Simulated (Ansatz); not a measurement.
**RPA@PBE/def2-SVP run of CH6B2O (SMILES BB(C)O)**

What is the electronic atomisation energy of CH6B2O at RPA@PBE/def2-SVP? 

The results are computed with Ansatz 0.2.0.

69 further runs of the same task are left out: 69 set aside as unsound or not needed.

## Step 1: The molecule

The species is CH6B2O (10 atoms), meant as a singlet with charge 0. SMILES: `BB(C)O`. The shape is that of a PBE0-D4/def2-TZVP optimisation. This is one conformer, not always the lowest.

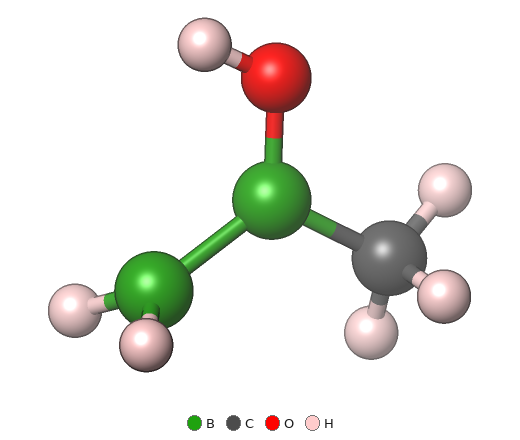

The structure, seen from a chosen angle (boron green, carbon dark grey, oxygen red, hydrogen pink).

## Step 2: The energy at RPA@PBE/def2-SVP

The input, job.yaml:

```yaml
crystal:
  periodic: [false, false, false]
  atoms:
    - {symbol: B, position_ang: [-1.157400, 0.826800, -0.622100]}
    - {symbol: B, position_ang: [0.289400, 0.045900, -0.271000]}
    - {symbol: C, position_ang: [0.377300, -0.834700, 1.032200]}
    - {symbol: O, position_ang: [1.432600, 0.117800, -1.017900]}
    - {symbol: H, position_ang: [-2.010400, 0.312100, -1.292200]}
    - {symbol: H, position_ang: [-1.440400, 1.898900, -0.162200]}
    - {symbol: H, position_ang: [-0.546500, -1.371000, 1.265900]}
    - {symbol: H, position_ang: [1.200400, -1.552500, 0.975700]}
    - {symbol: H, position_ang: [0.572700, -0.174500, 1.886700]}
    - {symbol: H, position_ang: [1.365300, 0.679800, -1.792300]}
basis:
  gaussian: {orbitals: def2-SVP}
accuracy: high
correlation: {method: rpa, frozen_orbitals: {B: 1, C: 1, H: 0, O: 1}}
hamiltonian: {xc: pbe}
```

On the command line:

```
$ ansatz run job.yaml --threads 1 --pin off --max-ram 3480MiB --events-out events.jsonl --progress --plain --runs-dir runs
```

What it wrote:

```text
Warning: RAYON_NUM_THREADS=1 ignored (pool sized by the plan → 1); use --threads N
Functional definition: PBE
  name "PBE"
  parameter kappa = 0.804
  parameter beta = 0.06672455060314922
  exchange = pbe_x(kappa = kappa, mu = beta*pi^2/3)
  correlation = pbe_c(beta = beta)
2073 factors; integrals over basis functions are off by at most 3.2e-9 eV
mean field evaluation 1: about -4515.1336 eV, gradient 6.6e1 eV
mean field evaluation 2: about -4515.1297 eV, gradient 6.6e1 eV
mean field evaluation 4: about -4523.9896 eV, gradient 2.0e1 eV
mean field evaluation 8: about -4525.0143 eV, gradient 4.0e-1 eV
mean field evaluation 16: about -4525.0136 eV, gradient 3.5e-5 eV
mean field -4525.01360947 eV, -166.2911829835 hartree, gradient 2.6e-8 eV, S^2 0.000000; 0 other end points of the search recorded, 0 dependent functions left out
4 core orbitals not correlated: weight in the atoms' cores, before any rotation towards them, 1.000 or more for the frozen orbitals, at most 0.000 for the correlated occupied ones
reference -4502.35217026 eV, -165.4583904530 hartree; 11, 11 occupied and 71, 71 virtual orbitals, 2073 factors
Total energy: -4525.19629036 eV, -166.2978963826 hartree
```

Run time: 11 s. Hardware: 1 thread of Arm Neoverse V2, shared host; peak memory 0.36 GiB.

## Step 3: The B atom at the same level

The input, run.yaml:

```yaml
basis:
  gaussian: {orbitals: def2-SVP}
crystal:
  periodic: [false, false, false]
  atoms:
    - {symbol: B, position_ang: [0.000000, 0.000000, 0.000000]}
correlation: {method: rpa, frozen_orbitals: {B: 1}}
accuracy: high
magnetization: {spin_polarized: true, initial_magnetization: 1}
hamiltonian: {xc: pbe}
```

On the command line:

```
$ ansatz run run.yaml --threads 1 --pin off --max-ram 3480MiB --events-out events.jsonl --progress --plain --runs-dir runs
```

What it wrote:

```text
Warning: RAYON_NUM_THREADS=1 ignored (pool sized by the plan → 1); use --threads N
Functional definition: PBE
  name "PBE"
  parameter kappa = 0.804
  parameter beta = 0.06672455060314922
  exchange = pbe_x(kappa = kappa, mu = beta*pi^2/3)
  correlation = pbe_c(beta = beta)
92 factors; integrals over basis functions are off by at most 2.8e-9 eV
mean field evaluation 1: about -668.8255 eV, gradient 2.7e0 eV
mean field evaluation 2: about -668.8251 eV, gradient 2.7e0 eV
mean field evaluation 4: about -668.8971 eV, gradient 2.1e-1 eV
mean field evaluation 8: about -668.8975 eV, gradient 1.2e-4 eV
mean field evaluation 16: about -668.8977 eV, gradient 7.8e-2 eV
mean field evaluation 32: about -668.8975 eV, gradient 9.1e-5 eV
mean field -668.89749813 eV, -24.5815296611 hartree, gradient 2.7e-9 eV, S^2 0.751957; 5 other end points of the search recorded, 0 dependent functions left out
1 core orbitals not correlated: weight in the atoms' cores, before any rotation towards them, 1.000 or more for the frozen orbitals, at most 0.000 for the correlated occupied ones
reference -666.65010107 eV, -24.4989393426 hartree; 2, 1 occupied and 11, 12 virtual orbitals, 92 factors
Total energy: -669.53732335 eV, -24.6050428045 hartree
```

It took 0.62 s on 1 thread of Arm Neoverse V2, shared host.

## Step 4: The C atom

The input, job.yaml:

```yaml
crystal:
  periodic: [false, false, false]
  atoms:
    - {symbol: C, position_ang: [0.000000, 0.000000, 0.000000]}
basis:
  gaussian: {orbitals: def2-SVP}
magnetization: {spin_polarized: true, initial_magnetization: 2}
hamiltonian: {xc: {name: PBE}}
correlation: {method: rpa, frozen_orbitals: {C: 1}}
accuracy: high
```

Run the same way, it converges to -37.77381 Eh (log not shown).

## Step 5: The H atom

The input, input.yaml:

```yaml
basis:
  gaussian: {orbitals: def2-SVP}
crystal:
  periodic: [false, false, false]
  atoms:
    - {symbol: H, position_ang: [0.000000, 0.000000, 0.000000]}
magnetization: {spin_polarized: true, initial_magnetization: 1}
hamiltonian: {xc: {name: PBE}}
correlation: {method: rpa, frozen_orbitals: {H: 0}}
accuracy: high
```

Run the same way, it converges to -0.51231 Eh (log not shown).

## Step 6: The O atom, same level

The input, molecule.yaml:

```yaml
crystal:
  periodic: [false, false, false]
  atoms:
    - {symbol: O, position_ang: [0.000000, 0.000000, 0.000000]}
basis:
  gaussian:
    orbitals: def2-SVP
magnetization:
  spin_polarized: true
  initial_magnetization: 2
hamiltonian:
  xc: pbe
correlation:
  method: rpa
  frozen_orbitals: {O: 1}
accuracy: high
```

Run the same way, it converges to -74.91012 Eh (log not shown).

## Step 7: Summary of results

Level: RPA@PBE/def2-SVP, 4 core orbitals frozen.

```
                                  quantity          value
                    molecule: total energy  -166.29790 Eh
molecule: RPA correlation energy (valence)     -839.5 mEh
                      B atom: total energy   -24.60504 Eh
  B atom: RPA correlation energy (valence)     -106.1 mEh
 B atom: ⟨S²⟩ of the reference determinant          0.752
                      C atom: total energy   -37.77381 Eh
  C atom: RPA correlation energy (valence)     -130.5 mEh
 C atom: ⟨S²⟩ of the reference determinant          2.002
                      H atom: total energy    -0.51231 Eh
            H atom: RPA correlation energy      -13.0 mEh
 H atom: ⟨S²⟩ of the reference determinant          0.750
                      O atom: total energy   -74.91012 Eh
  O atom: RPA correlation energy (valence)     -191.6 mEh
 O atom: ⟨S²⟩ of the reference determinant          2.002
             electronic atomisation energy      36.192 eV
```

Taking the molecule apart into free atoms costs 36.19 eV (3492 kJ/mol), before zero-point energy and without spin-orbit coupling.
